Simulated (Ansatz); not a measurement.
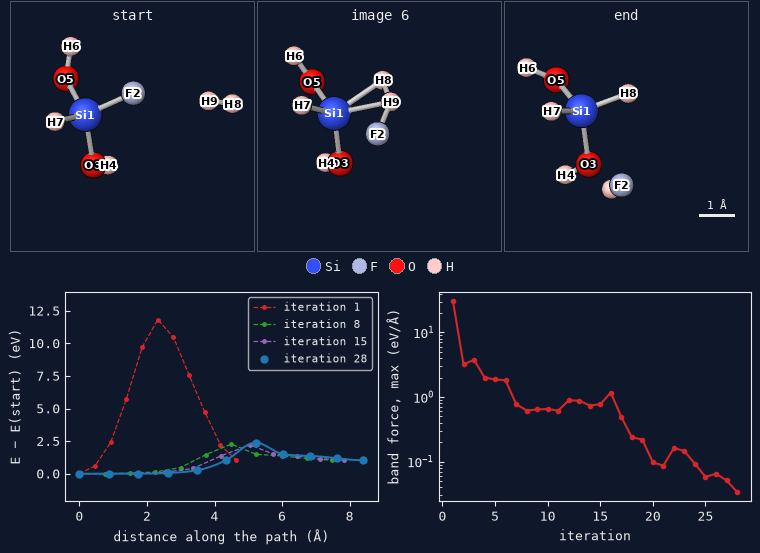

A nudged-elastic-band calculation for SiH5O2F, made up of SiH3O2F and H₂. Images are numbered from 0 (start) to 10 (end). The plot follows the band through its iterations. Style: ball-and-stick. Shown face on.

Method: RKS CAM-B3LYP-D4/cc-pVDZ in Ansatz.

The input:
```yaml
crystal:
  periodic: [false, false, false]
  atoms:
    - { symbol: Si, position_ang: [-0.306169, -0.467614, -0.267617] }
    - { symbol: F, position_ang: [-0.227819, 0.330843, 1.167384] }
    - { symbol: O, position_ang: [1.19572, -0.856422, -0.82347] }
    - { symbol: H, position_ang: [1.726028, -0.131264, -1.178617] }
    - { symbol: O, position_ang: [-1.027227, 0.564629, -1.348755] }
    - { symbol: H, position_ang: [-1.735159, 1.124993, -1.006612] }
    - { symbol: H, position_ang: [-1.027597, -1.727666, -0.015047] }
    - { symbol: H, position_ang: [1.911036, 2.232817, 2.305597] }
    - { symbol: H, position_ang: [1.370288, 1.743882, 2.074339] }
basis:
  gaussian: { orbitals: cc-pVDZ }
hamiltonian:
  xc: cam_b3lyp
  dispersion: d4
neb:
  order_check: false
  images: 9
  f_tol: 0.05
  max_iterations: 60
  initial_path: linear
  final_atoms:
    - { symbol: Si, position_ang: [-0.28026624, 0.62859797, 0.06722301] }
    - { symbol: F, position_ang: [1.44023593, -0.28362047, 2.27806555] }
    - { symbol: O, position_ang: [1.33399278, 0.15266188, -0.19013308] }
    - { symbol: H, position_ang: [1.51163703, -0.29653284, -1.02684002] }
    - { symbol: O, position_ang: [-0.91433249, 1.01951824, -1.43327915] }
    - { symbol: H, position_ang: [-1.65867236, 0.48625967, -1.73466465] }
    - { symbol: H, position_ang: [-1.0808337, -0.48173766, 0.65070778] }
    - { symbol: H, position_ang: [-0.2029826, 1.83382385, 0.91710785] }
    - { symbol: H, position_ang: [1.73032266, -0.24477265, 1.37901469] }
```

Command:
```bash
ansatz run input.yaml --threads 2 --pin off --max-ram 3072MiB --backend cpu --events-out ev --progress --plain --runs-dir out
```

**Did the band converge, and can the barrier be trusted?**

The run is converged, with reservations. The band converged in 28 iterations. The largest component of the band force went from 30 to 0.034 eV/Å. The climbing image converged on the top of the path. Its curvatures weren't checked. The straight starting path can push atoms close together and costs iterations. The first iteration put the highest image at 11.83 eV. Forward barrier 2.39 eV, backward barrier 1.36 eV, with image 6 at the top; the reaction energy is +1.03 eV.

Limits of the set-up: the start holds two separate molecules, 2.3 Å apart at their closest, whose relative position is a soft coordinate.

Cost: 8.2 min on 2 threads of Arm Neoverse V1 (shared host), peak memory 0.19 GiB.
